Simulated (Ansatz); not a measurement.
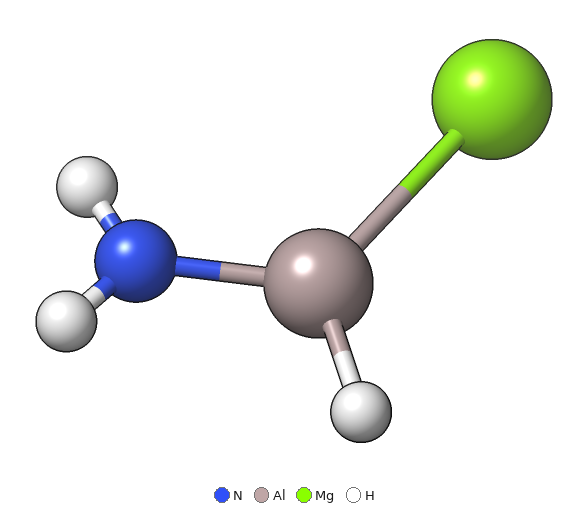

Every bond is drawn as one stick, whatever its order.

Charge 0, doublet. Computed geometry: PBE0-D4/def2-TZVP optimisation. No frequency run is at hand to confirm it as a minimum.

> Which formula does it have?

AlH₃MgN, 6 atoms: 1 aluminium, 3 hydrogen, 1 magnesium and 1 nitrogen.

> Count the bonded pairs by element.

2 N–H, 1 Al–N, 1 Al–Mg, 1 Al–H. Sticks follow a distance rule.

> How many sets of symmetry-equivalent atoms are there?

6: 1 N, 1 Al, 1 Mg, 1 H, 1 H, 1 H.

> Give the symmetry (Schoenflies symbol).

Cs.

More results for the same structure follow; atom numbers are the same in all pictures, views and colours differ.

**Shape**

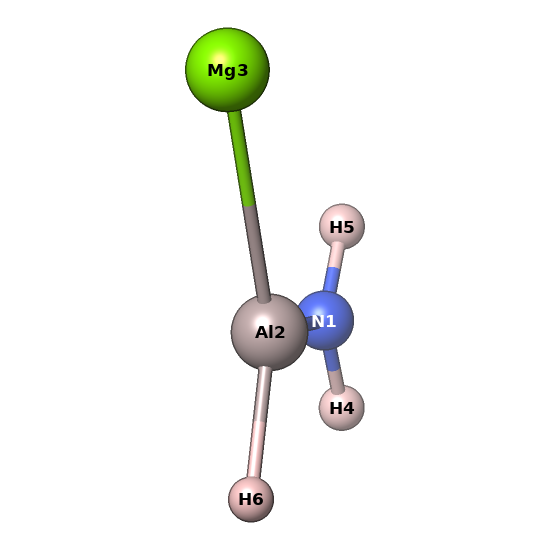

N1 lies behind Al2. The molecule seen a little off the Al2–N1 bond, Al2 in front. Atoms fade into the background with distance from the viewer. No frequency run is at hand to confirm it as a minimum.

> What is the torsion angle Mg3–Al2–N1–H4? The sign is positive where the front bond must turn clockwise to cover the back bond.

180°, antiperiplanar (anti).

**Electronic properties**

No frequency run is at hand to confirm it as a minimum. Method: UKS PBE0-D4/def2-TZVPP (Ansatz 0.2.0).

What does the calculation give?

- HOMO energy (Kohn–Sham orbital): −4.39 eV
- ⟨S²⟩ of the determinant: 0.758

**Dipole moment**

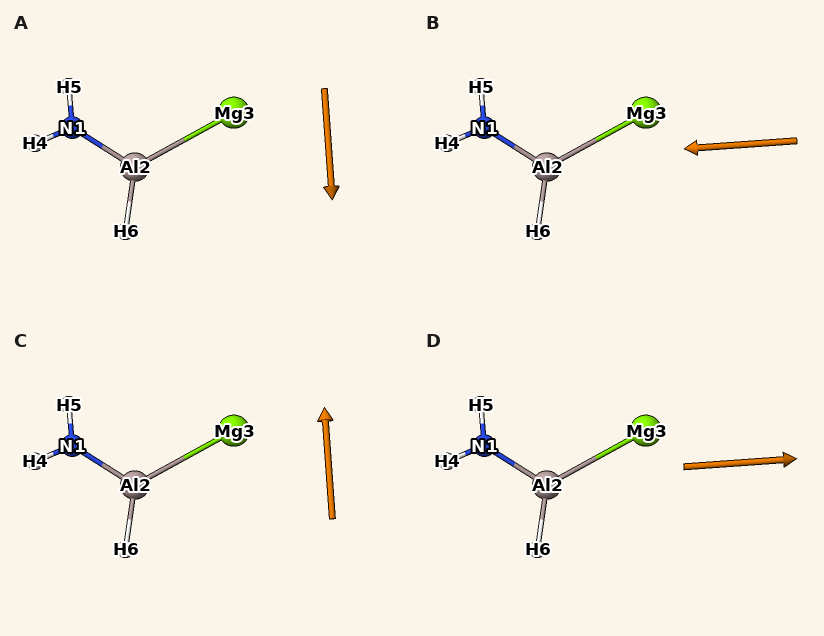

The same molecule four times, each with an arrow. No frequency run is at hand to confirm it as a minimum. Level of theory: UKS PBE0-D4/def2-TZVP (Ansatz 0.2.0).

> Which arrow points along the dipole moment, from the negative to the positive end?

C. The dipole moment is 1.18 D; it points from the side of H6 to the side of H5 (the outermost atoms at the two ends).

**Charges**

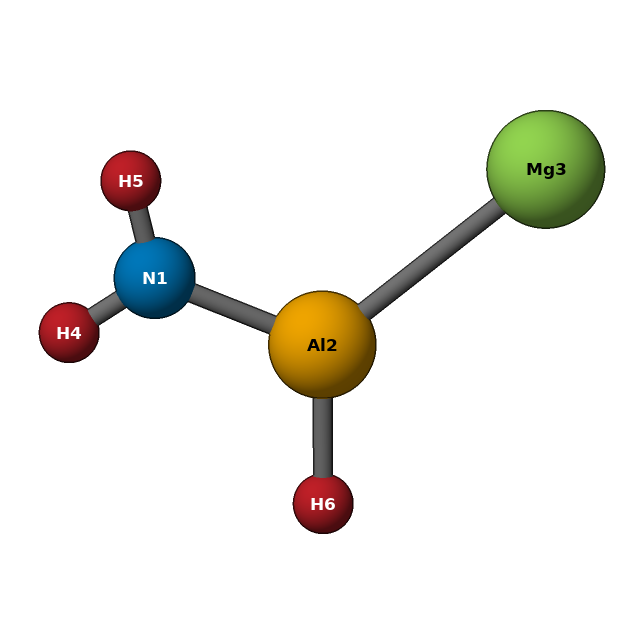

The questions are on Mulliken charges. No frequency run is at hand to confirm it as a minimum. Method: UKS PBE0-D4/def2-TZVP (Ansatz 0.2.0).

List the Mulliken charges.

```csv
atom,value (e)
N1,−0.64
Al2,0.18
Mg3,0.12
H4,0.23
H5,0.23
H6,−0.12
```

Mulliken values depend strongly on the basis set and can even reverse the polarity of a bond.
